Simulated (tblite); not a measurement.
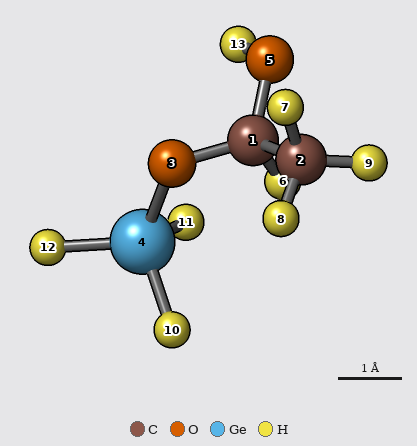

Fig. 1: The input geometry (ball-and-stick view, seen at a tilt; atoms are numbered from 1 in the order of the input). Sticks mark near contacts. Bond lengths as drawn: C–C 1.53 Å, C–H 1.11 to 1.14 Å, C–O 1.35 to 1.37 Å, Ge–H 1.53 to 1.55 Å, Ge–O 1.76 Å and H–O 1.00 Å.

**C2H8GeO2: geometry relaxation (part 1 of 2)**

C2H8GeO2, computed with GFN2-xTB geometry optimisation, gas phase (tblite 0.8.0).

What the program printed
```
step      E/eV     max force
  0    -501.06203    2.919
  1    -501.29488    0.849
  2    -501.34407    0.605
  3    -501.37419    0.518
  4    -501.39645    0.550
  5    -501.41834    0.425
  6    -501.43137    0.289
  7    -501.44223    0.320
  8    -501.45216    0.320
  9    -501.46401    0.353
 10    -501.47459    0.273
 11    -501.48231    0.201
 12    -501.48883    0.233
 13    -501.49529    0.319
 14    -501.50210    0.283
 15    -501.50893    0.215
 16    -501.51456    0.194
 17    -501.51936    0.232
 18    -501.52422    0.256
 19    -501.52832    0.170
 20    -501.53170    0.148
 21    -501.53485    0.140
 22    -501.53768    0.143
 23    -501.54018    0.108
 24    -501.54236    0.099
 25    -501.54431    0.103
 26    -501.54632    0.132
 27    -501.54844    0.145
 28    -501.55028    0.125
 29    -501.55174    0.095
 30    -501.55300    0.117
 31    -501.55420    0.106
 32    -501.55542    0.086
 33    -501.55659    0.086
 34    -501.55760    0.082
 35    -501.55848    0.083
 36    -501.55937    0.083
 37    -501.56038    0.084
 38    -501.56143    0.076
 39    -501.56230    0.093
 40    -501.56309    0.103
 41    -501.56393    0.080
 42    -501.56575    0.097
 43    -501.56708    0.110
 44    -501.56906    0.114
 45    -501.57063    0.096
 46    -501.57184    0.083
 47    -501.57275    0.084
 48    -501.57341    0.089
 49    -501.57432    0.069
 50    -501.57504    0.067
 51    -501.57569    0.081
 52    -501.57621    0.079
 53    -501.57672    0.057
 54    -501.57698    0.033
 55    -501.57713    0.028
 56    -501.57727    0.030
 57    -501.57747    0.043
 58    -501.57772    0.050
 59    -501.57793    0.039
 60    -501.57806    0.027
 61    -501.57816    0.031
 62    -501.57827    0.036
 63    -501.57845    0.045
 64    -501.57869    0.054
 65    -501.57897    0.054
 66    -501.57926    0.056
 67    -501.57960    0.058
 68    -501.58020    0.080
 69    -501.58131    0.128
 70    -501.58248    0.159
 71    -501.58310    0.087
 72    -501.58302    0.308
 73    -501.58479    0.164
 74    -501.58547    0.040
 75    -501.58582    0.044
 76    -501.58640    0.046
 77    -501.58676    0.040
 78    -501.58723    0.046
 79    -501.58764    0.051
 80    -501.58805    0.052
 81    -501.58835    0.045
 82    -501.58863    0.046
 83    -501.58895    0.045
 84    -501.58934    0.063
 85    -501.58970    0.050
 86    -501.59003    0.050
 87    -501.59046    0.048
 88    -501.59099    0.061
 89    -501.59166    0.072
 90    -501.59251    0.099
 91    -501.59370    0.118
 92    -501.59538    0.114
 93    -501.59757    0.136
 94    -501.59977    0.132
 95    -501.60154    0.086
 96    -501.60293    0.103
 97    -501.60400    0.085
 98    -501.60395    0.111
 99    -501.60525    0.064
100    -501.60565    0.059
101    -501.60653    0.049
102    -501.60697    0.057
103    -501.60769    0.075
104    -501.60826    0.050
105    -501.60878    0.049
106    -501.60927    0.060
107    -501.60986    0.092
108    -501.61074    0.134
109    -501.61167    0.138
110    -501.61321    0.098
111    -501.61447    0.102
112    -501.61560    0.110
113    -501.61622    0.090
114    -501.61726    0.069
115    -501.61835    0.091
116    -501.61913    0.075
117    -501.62001    0.081
118    -501.62078    0.073
119    -501.62139    0.072
120    -501.62216    0.082
121    -501.62267    0.080
122    -501.62286    0.081
123    -501.62317    0.205
124    -501.62405    0.070
125    -501.62488    0.062
126    -501.62609    0.118
127    -501.62694    0.087
128    -501.62773    0.049
129    -501.62817    0.047
130    -501.62862    0.044
131    -501.62908    0.037
132    -501.62939    0.040
133    -501.62914    0.087
134    -501.62969    0.029
135    -501.62978    0.030
136    -501.63006    0.028
137    -501.63016    0.023
138    -501.63023    0.022
139    -501.63027    0.016
140    -501.63031    0.019
141    -501.63037    0.025
142    -501.63048    0.035
143    -501.63066    0.041
144    -501.63097    0.070
145    -501.63153    0.102
146    -501.63275    0.136
147    -501.63038    0.268
148    -501.62844    0.364
149    -501.62866    0.456
150    -501.63691    0.158
151    -501.64358    0.130
152    -501.64952    0.209
153    -501.65006    0.378
154    -501.66700    0.204
155    -501.68554    0.240
156    -501.69755    0.410
157    -501.71146    0.756
158    -501.72560    0.321
159    -501.67110    1.051
160    -501.73924    0.519
161    -501.70038    0.835
162    -501.75360    0.201
163    -501.75066    0.411
164    -501.76075    0.202
165    -501.76410    0.179
166    -501.77046    0.149
167    -501.77440    0.092
168    -501.77555    0.077
169    -501.77729    0.120
170    -501.77872    0.096
171    -501.77961    0.071
172    -501.78026    0.045
173    -501.78080    0.049
174    -501.78145    0.066
175    -501.78191    0.070
176    -501.78236    0.057
177    -501.78280    0.052
178    -501.78328    0.057
179    -501.78370    0.055
180    -501.78406    0.055
181    -501.78440    0.046
182    -501.78468    0.032
183    -501.78485    0.023
184    -501.78496    0.024
185    -501.78510    0.027
186    -501.78533    0.037
187    -501.78566    0.050
188    -501.78601    0.046
189    -501.78632    0.035
190    -501.78660    0.053
191    -501.78690    0.050
192    -501.78726    0.057
193    -501.78785    0.062
194    -501.78836    0.058
195    -501.78890    0.052
196    -501.78939    0.063
197    -501.78811    0.164
198    -501.79000    0.038
199    -501.79035    0.034
200    -501.79084    0.137
201    -501.79084    0.137
202    -501.79614    0.053
203    -501.79849    0.103
204    -501.80045    0.159
205    -501.80485    0.135
206    -501.80596    0.109
207    -501.80552    0.278
208    -501.80326    0.237
209    -501.80647    0.240
210    -501.80843    0.086
211    -501.80824    0.092
212    -501.80866    0.072
213    -501.80867    0.045
214    -501.80889    0.011
215    -501.80891    0.010
216    -501.80892    0.003
```

Trajectory as extended XYZ (Å, eV, eV/Å), 25 frames, from step=0 to step=216
```
13
Properties=species:S:1:pos:R:3:forces:R:3 step=0 energy=-501.06203
C     0.5388   -0.4003   -0.0712   -1.5520  -1.8810  -1.6040
C     0.2742   -1.6528    0.7579    0.8840  -0.4550   1.6090
O     0.2670    0.7684    0.5489    0.3150   1.7170   1.2620
Ge   -1.0366    1.7419   -0.1267   -0.8640   0.7560  -0.3310
O     1.7802   -0.5225   -0.6427    1.0040   1.2400  -0.3830
H    -0.2127   -0.4663   -0.8922   -0.1100  -0.3380  -0.5310
H     1.1836   -1.7804    1.4381   -1.1280  -0.1540  -0.9130
H    -0.6034   -1.5523    1.4352    0.5250   0.1530  -0.6800
H     0.1251   -2.5372    0.1056    0.3300   0.6700   0.4820
H    -2.4447    1.1779    0.1753    0.5240  -0.0230   0.0410
H    -0.8817    1.7004   -1.6479    0.0650  -0.0580   0.2020
H    -1.0365    3.2250    0.3063    0.3350  -0.6630   0.1090
H     1.9956    0.2899   -1.1820   -0.3270  -0.9650   0.7360
13
Properties=species:S:1:pos:R:3:forces:R:3 step=9 energy=-501.46401
C     0.4692   -0.4412   -0.1362    0.1200  -0.0290   0.0600
C     0.2824   -1.6383    0.7899   -0.0130   0.0120  -0.0550
O     0.2061    0.7976    0.4874    0.2160  -0.2010   0.1930
Ge   -1.0761    1.7780   -0.1621   -0.2710   0.1900  -0.0940
O     1.7811   -0.4718   -0.5776    0.0870  -0.0820  -0.0600
H    -0.2245   -0.5528   -0.9914   -0.0210  -0.0910  -0.1400
H     1.1643   -1.7652    1.4126   -0.0800   0.1710   0.0590
H    -0.6029   -1.4924    1.4040    0.0620  -0.0820  -0.0430
H     0.1851   -2.5254    0.1662   -0.0920   0.0220   0.1260
H    -2.3878    1.1393    0.2076   -0.0160   0.0560  -0.0280
H    -0.8813    1.7103   -1.6550   -0.1080   0.1020  -0.0450
H    -0.9210    3.1591    0.3932    0.1020  -0.1810   0.0350
H     1.9542    0.2945   -1.1342    0.0130   0.1120  -0.0090
13
Properties=species:S:1:pos:R:3:forces:R:3 step=18 energy=-501.52422
C     0.4761   -0.4872   -0.1909    0.0850   0.0150   0.0050
C     0.2836   -1.6290    0.7992   -0.0310   0.0200  -0.0510
O     0.1771    0.7453    0.4134    0.1300  -0.0710   0.0110
Ge   -1.0959    1.7618   -0.1801   -0.1820   0.1750  -0.0470
O     1.7991   -0.4693   -0.6136    0.0810  -0.1140  -0.0020
H    -0.1794   -0.6334   -1.0721   -0.0940  -0.0930  -0.0020
H     1.1362   -1.6478    1.4704   -0.0020  -0.0390   0.0120
H    -0.6237   -1.4677    1.3732   -0.0260   0.0690  -0.0080
H     0.1982   -2.5713    0.2692    0.1380  -0.0440  -0.0150
H    -2.4214    1.1695    0.2008   -0.0440   0.0270   0.0030
H    -0.9885    1.8207   -1.6830   -0.0200   0.0290   0.0140
H    -0.7763    3.0406    0.4986   -0.0340   0.0670   0.0320
H     1.9638    0.3597   -1.0807    0.0000  -0.0390   0.0480
13
Properties=species:S:1:pos:R:3:forces:R:3 step=27 energy=-501.54844
C     0.4849   -0.5247   -0.2286    0.0420   0.0260  -0.0410
C     0.2983   -1.6254    0.8065   -0.0640   0.0400  -0.0090
O     0.1809    0.7342    0.3178    0.0370  -0.0440   0.0270
Ge   -1.1213    1.7862   -0.1781   -0.0430   0.0480  -0.0430
O     1.8079   -0.5271   -0.6549    0.0780  -0.0160   0.0140
H    -0.1743   -0.7256   -1.0950   -0.0780   0.0030  -0.0490
H     1.1126   -1.5922    1.5227    0.0150   0.0410   0.0060
H    -0.6417   -1.4514    1.3167   -0.1010  -0.0640   0.0830
H     0.2798   -2.5952    0.3208    0.0570  -0.0080  -0.0130
H    -2.4671    1.2224    0.2046    0.0800  -0.0040   0.0370
H    -1.0740    1.9246   -1.6807    0.0010   0.0350   0.0410
H    -0.7501    3.0221    0.5678   -0.0360  -0.0500  -0.0410
H     2.0131    0.3437   -1.0150    0.0100  -0.0060  -0.0120
13
Properties=species:S:1:pos:R:3:forces:R:3 step=36 energy=-501.55937
C     0.4764   -0.5471   -0.2618    0.0360   0.0190  -0.0280
C     0.2877   -1.6134    0.8106    0.0100   0.0260   0.0110
O     0.1894    0.7311    0.2398   -0.0130   0.0080   0.0320
Ge   -1.1267    1.7977   -0.1870   -0.0240   0.0210   0.0060
O     1.8077   -0.5755   -0.6735    0.0450  -0.0480  -0.0150
H    -0.1746   -0.7752   -1.1286   -0.0460   0.0260  -0.0060
H     1.0674   -1.4945    1.5549    0.0340   0.0270   0.0630
H    -0.6808   -1.4994    1.2868   -0.0670   0.0010  -0.0490
H     0.3722   -2.5980    0.3634    0.0000  -0.0140  -0.0170
H    -2.4497    1.2295    0.2486    0.0250  -0.0470  -0.0230
H    -1.1336    2.0311   -1.6776   -0.0050  -0.0310   0.0470
H    -0.7428    2.9987    0.6012    0.0310   0.0080  -0.0120
H     2.0563    0.3067   -0.9726   -0.0260   0.0040  -0.0110
13
Properties=species:S:1:pos:R:3:forces:R:3 step=45 energy=-501.57063
C     0.4732   -0.5433   -0.2754    0.0350   0.0260   0.0080
C     0.2717   -1.5906    0.8108    0.0110  -0.0200   0.0070
O     0.2350    0.7457    0.2231   -0.0050   0.0640  -0.0230
Ge   -1.1105    1.7945   -0.1605   -0.0310   0.0380  -0.0500
O     1.7959   -0.6194   -0.7081    0.0270  -0.0080  -0.0500
H    -0.2068   -0.7568   -1.1261    0.0350   0.0120   0.0070
H     0.9763   -1.3951    1.6151   -0.0610   0.0170   0.0110
H    -0.7461   -1.5463    1.1881    0.0050   0.0090  -0.0010
H     0.4734   -2.5723    0.3949   -0.0100  -0.0270  -0.0010
H    -2.4004    1.1495    0.2725    0.0390   0.0450   0.0330
H    -1.1735    2.0535   -1.6484    0.0330  -0.0560   0.0480
H    -0.7212    3.0136    0.6048   -0.0350  -0.0880   0.0120
H     2.0820    0.2588   -0.9864   -0.0450  -0.0100  -0.0010
13
Properties=species:S:1:pos:R:3:forces:R:3 step=54 energy=-501.57698
C     0.4805   -0.5403   -0.2898    0.0000   0.0120  -0.0060
C     0.2586   -1.5699    0.8100   -0.0010  -0.0130   0.0000
O     0.2716    0.7612    0.1878    0.0000   0.0180   0.0270
Ge   -1.1015    1.7875   -0.1530   -0.0060  -0.0170   0.0030
O     1.7946   -0.6427   -0.7426    0.0060   0.0000   0.0060
H    -0.2112   -0.7514   -1.1306    0.0130  -0.0130  -0.0230
H     0.8885   -1.3254    1.6610   -0.0090   0.0180  -0.0220
H    -0.7844   -1.5679    1.1146   -0.0080   0.0160   0.0020
H     0.5322   -2.5490    0.4307   -0.0030  -0.0240   0.0060
H    -2.3660    1.1245    0.3158   -0.0030   0.0110   0.0090
H    -1.1840    2.0401   -1.6357   -0.0030  -0.0110   0.0140
H    -0.7172    2.9862    0.6365   -0.0070   0.0100  -0.0020
H     2.0872    0.2391   -1.0003    0.0200  -0.0080  -0.0120
13
Properties=species:S:1:pos:R:3:forces:R:3 step=63 energy=-501.57845
C     0.4858   -0.5354   -0.2903    0.0120   0.0080   0.0070
C     0.2530   -1.5684    0.8032    0.0030  -0.0150   0.0200
O     0.2748    0.7606    0.2036    0.0050   0.0350   0.0000
Ge   -1.1011    1.7815   -0.1433   -0.0100  -0.0440  -0.0040
O     1.8033   -0.6390   -0.7299    0.0140   0.0020   0.0060
H    -0.1993   -0.7348   -1.1403    0.0150  -0.0110   0.0010
H     0.8833   -1.3224    1.6544   -0.0230  -0.0100  -0.0260
H    -0.7907   -1.5521    1.1056    0.0010  -0.0090   0.0020
H     0.5198   -2.5528    0.4305   -0.0130   0.0160  -0.0020
H    -2.3663    1.1246    0.3333    0.0020   0.0050   0.0030
H    -1.1743    2.0037   -1.6298   -0.0230   0.0100  -0.0020
H    -0.7304    2.9930    0.6309    0.0140   0.0200   0.0030
H     2.0912    0.2333   -1.0235    0.0020  -0.0080  -0.0080
13
Properties=species:S:1:pos:R:3:forces:R:3 step=72 energy=-501.58302
C     0.5335   -0.5295   -0.3131   -0.0160   0.0330  -0.0660
C     0.2100   -1.5302    0.7862    0.0540  -0.0030  -0.0490
O     0.3079    0.7889    0.1125    0.0050  -0.0030   0.0550
Ge   -1.1193    1.7674   -0.1048    0.0200  -0.0270  -0.0030
O     1.8770   -0.6619   -0.6474   -0.0310  -0.2540   0.1710
H    -0.0872   -0.7460   -1.2035   -0.0490  -0.0160  -0.0630
H     0.7344   -1.2332    1.6854    0.0470   0.0250   0.1210
H    -0.8567   -1.5567    0.9723   -0.1290   0.0730   0.0190
H     0.5473   -2.5141    0.4852    0.0540  -0.0770  -0.0610
H    -2.3357    1.0974    0.4692    0.0160  -0.0120   0.0380
H    -1.3342    1.9940   -1.5756   -0.0130   0.0170  -0.0340
H    -0.6926    2.9822    0.6364   -0.0130   0.0120  -0.0160
H     2.1645    0.1334   -1.0983    0.0560   0.2340  -0.1130
13
Properties=species:S:1:pos:R:3:forces:R:3 step=81 energy=-501.58835
C     0.5524   -0.5186   -0.3096    0.0030  -0.0010  -0.0080
C     0.1971   -1.5240    0.7749   -0.0160   0.0120  -0.0170
O     0.3154    0.7973    0.1196    0.0160   0.0080  -0.0180
Ge   -1.1238    1.7545   -0.0950    0.0040   0.0260   0.0050
O     1.9051   -0.6518   -0.5973    0.0040  -0.0040  -0.0120
H    -0.0426   -0.7326   -1.2212   -0.0110   0.0210   0.0080
H     0.7122   -1.2490    1.6899    0.0330  -0.0070   0.0060
H    -0.8757   -1.5144    0.9464   -0.0210  -0.0180  -0.0050
H     0.5206   -2.5096    0.4568   -0.0230  -0.0280   0.0240
H    -2.3125    1.0852    0.5336   -0.0060  -0.0120   0.0130
H    -1.3732    1.9520   -1.5667   -0.0170  -0.0160  -0.0060
H    -0.7070    2.9993    0.6025    0.0010  -0.0050  -0.0120
H     2.1807    0.1035   -1.1294    0.0330   0.0220   0.0210
13
Properties=species:S:1:pos:R:3:forces:R:3 step=90 energy=-501.59251
C     0.5707   -0.5032   -0.3130    0.0110  -0.0320   0.0190
C     0.1820   -1.5152    0.7592   -0.0290  -0.0060  -0.0090
O     0.3377    0.8166    0.1084    0.0220  -0.0250  -0.0040
Ge   -1.1269    1.7393   -0.0936   -0.0080   0.0350   0.0290
O     1.9277   -0.6485   -0.5765   -0.0110   0.0330  -0.0520
H    -0.0186   -0.7024   -1.2339    0.0610  -0.0280   0.0230
H     0.7074   -1.2920    1.6837    0.0290   0.0620  -0.0550
H    -0.8897   -1.4656    0.9336   -0.0280   0.0110  -0.0030
H     0.4537   -2.5138    0.4300    0.0080   0.0300  -0.0340
H    -2.2704    1.0683    0.6108   -0.0250  -0.0120  -0.0010
H    -1.4401    1.8825   -1.5612    0.0050  -0.0330   0.0260
H    -0.7160    3.0148    0.5483    0.0120   0.0130  -0.0140
H     2.2314    0.1110   -1.0913   -0.0440  -0.0480   0.0750
```
